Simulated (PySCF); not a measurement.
# Sc²⁺: dipole response in aug-cc-pwCVTZ

How polarisable is Sc²⁺ at the levels listed below?

Program: PySCF 2.14.0. Level of theory: unrestricted determinants in a Gaussian basis, no spin-orbit coupling in the energies. These are calculated values, not measurements, unless marked.

## Step 1: Starting point

```
Element     : scandium (Z = 21)
Basis       : aug-cc-pwCVTZ (10s9p7d4f3g, 127 functions)
Hamiltonian : no relativity, point nucleus
State 1     : Sc²⁺: [Ar] 3d1, 2D determinant
Methods     : UHF, PBE
```

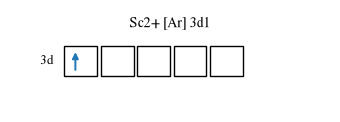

The shells outside the core, filled by Hund's rule for the drawing.

One driver process ran all states and methods and kept the integrals in memory. Each run is shown as a PySCF script that sums up its settings (the driver passes frozen orbitals as a list and adds second-order terms of double hybrids); the logs are those of the runs themselves. The driver starts from symmetry-adapted Hartree-Fock orbitals, holds the occupation by maximum overlap and uses a logarithmic radial grid for functionals, so a plain start would take other cycles.

The driver's launch:

```console
OMP_NUM_THREADS=1 python atomrun2.py TASK.json OUT
```

The integrals over 127 functions and the set-up took 2.5 s of CPU time.

## Step 2: Sc²⁺, method by method

Level: UHF.

The input, input.py:

```python
from pyscf import gto, scf, dft, mp, cc
import basis_set_exchange as bse
mol = gto.M(atom="Sc 0 0 0", charge=2, spin=1, symmetry="D2h",
            basis=gto.basis.parse(bse.get_basis("aug-cc-pwCVTZ", elements=["Sc"], fmt="nwchem", header=False)))
mf = scf.UHF(mol)
mf.irrep_nelec = {'Ag': (3, 3), 'B1g': (1, 0), 'B1u': (2, 2), 'B2u': (2, 2), 'B3u': (2, 2)}
mf.kernel()
```

The log of the run:

```text
damping factor = 0
level_shift factor = 0
DIIS = <class 'pyscf.scf.diis.CDIIS'>
diis_start_cycle = 1
diis_space = 10
diis_damp = 0
SCF conv_tol = 1e-09
SCF conv_tol_grad = None
number electrons alpha = 10  beta = 9
cycle= 1 E= -759.096620125194  delta_E= -0.00448  |g|= 0.0257  |ddm|= 0.0352
cycle= 2 E= -759.096822933722  delta_E= -0.000203  |g|= 0.00671  |ddm|= 0.0138
cycle= 3 E= -759.096841913233  delta_E= -1.9e-05  |g|= 0.000975  |ddm|= 0.013
cycle= 4 E= -759.096842601359  delta_E= -6.88e-07  |g|= 0.000227  |ddm|= 0.00379
cycle= 5 E= -759.096842627366  delta_E= -2.6e-08  |g|= 5e-05  |ddm|= 0.0014
cycle= 6 E= -759.096842629298  delta_E= -1.93e-09  |g|= 8.58e-06  |ddm|= 0.000347
cycle= 7 E= -759.096842629355  delta_E= -5.63e-11  |g|= 1.02e-06  |ddm|= 7.5e-05
converged SCF energy = -759.096842629355  <S^2> = 0.75205761  2S+1 = 2.0020566
```

Time after the integrals: 48 s (1 thread of Neoverse-V2, shared host).

The occupied shells:

```csv
shell,electrons,mean orbital energy (eV),spread (eV),rms radius (bohr)
1s β,1,-4529.8,0,0.0852
1s α,1,-4529.8,0,0.0852
2s α,1,-534.56,0,0.373
2s β,1,-534.18,0,0.373
2p α,3,-441.79,0.053,0.341
2p β,3,-441.42,0.526,0.341
3s α,1,-85.584,0,1.16
3s β,1,-83.996,0,1.16
3p α,3,-58.937,1.163,1.26
3p β,3,-56.926,1.636,1.26
3d α,1,-24.880,0,1.72
```

⟨S²⟩ = 0.752, ⟨L²⟩ = 6.02.

The driver then solved the coupled dipole response at imaginary frequencies: mean α = 4.381 bohr³ (xx, yy, zz: 5.041, 5.041, 3.062), C₆ = 13.24 au for a like pair.

Level: PBE.

input.py differs from the last one in:

```diff
@@ -4,3 +4,3 @@
             basis=gto.basis.parse(bse.get_basis("aug-cc-pwCVTZ", elements=["Sc"], fmt="nwchem", header=False)))
-mf = scf.UHF(mol)
+mf = dft.UKS(mol, xc="PBE")
 mf.irrep_nelec = {'Ag': (3, 3), 'B1g': (1, 0), 'B1u': (2, 2), 'B2u': (2, 2), 'B3u': (2, 2)}
```

The log of the run:

```text
damping factor = 0
level_shift factor = 0
DIIS = <class 'pyscf.scf.diis.CDIIS'>
diis_start_cycle = 1
diis_space = 10
diis_damp = 0
SCF conv_tol = 1e-09
SCF conv_tol_grad = None
number electrons alpha = 10  beta = 9
XC functionals = PBE
    J. P. Perdew, K. Burke, and M. Ernzerhof.,  Phys. Rev. Lett. 77, 3865 (1996)
    J. P. Perdew, K. Burke, and M. Ernzerhof.,  Phys. Rev. Lett. 78, 1396 (1997)
    J. P. Perdew, K. Burke, and M. Ernzerhof.,  Phys. Rev. Lett. 77, 3865 (1996)
    J. P. Perdew, K. Burke, and M. Ernzerhof.,  Phys. Rev. Lett. 78, 1396 (1997)
cycle= 1 E= -759.679238815254  delta_E= -0.00993  |g|= 0.0252  |ddm|= 1.07
cycle= 2 E= -759.679328338781  delta_E= -8.95e-05  |g|= 0.0103  |ddm|= 0.163
cycle= 3 E= -759.679351360321  delta_E= -2.3e-05  |g|= 0.00372  |ddm|= 0.0685
cycle= 4 E= -759.679353659291  delta_E= -2.3e-06  |g|= 6.44e-05  |ddm|= 0.0151
cycle= 5 E= -759.679353660388  delta_E= -1.1e-09  |g|= 6.62e-06  |ddm|= 0.000245
cycle= 6 E= -759.679353660398  delta_E= -1e-11  |g|= 9.87e-07  |ddm|= 3.26e-05
converged SCF energy = -759.679353660398  <S^2> = 0.75050086  2S+1 = 2.0005008
```

Time after the integrals: 36 s (1 thread of Neoverse-V2, shared host).

The driver then solved the coupled dipole response at imaginary frequencies: mean α = 5.110 bohr³ (xx, yy, zz: 6.035, 6.035, 3.261), C₆ = 15.00 au for a like pair.

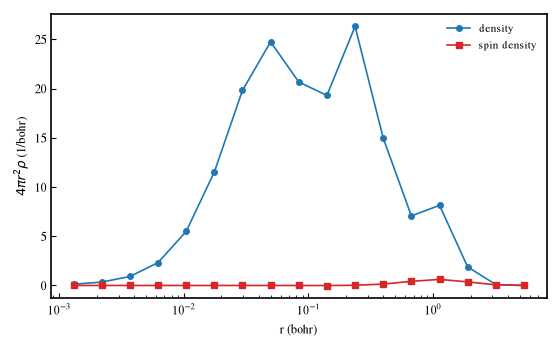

Radial density 4πr²ρ of Sc²⁺ at UHF, at 17 stored radii joined by straight lines.

## Step 3: The response side by side

Sc²⁺, in atomic units:

| method | mean α | C₆ (like pair) | S(−4) |
| --- | --- | --- | --- |
| UHF | 4.381 | 13.24 | 15.92 |
| PBE | 5.110 | 15.00 | 31.67 |

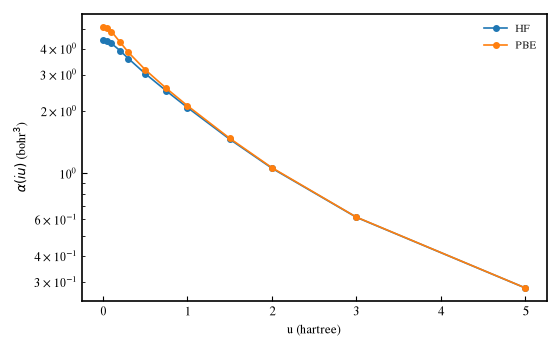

α(iu) of Sc²⁺, the polarisability at imaginary frequency, on a logarithmic scale.

## Step 4: Results

| quantity | value |
| --- | --- |
| α of Sc²⁺ | 4.381 (UHF) to 5.110 (PBE) bohr³ |

What this shows: A single London oscillator with the computed α and C₆ of Sc²⁺ at UHF would have ω = 4 C₆ / (3 α²) = 0.920 hartree. All values hold for this basis alone; no basis-set limit was taken.
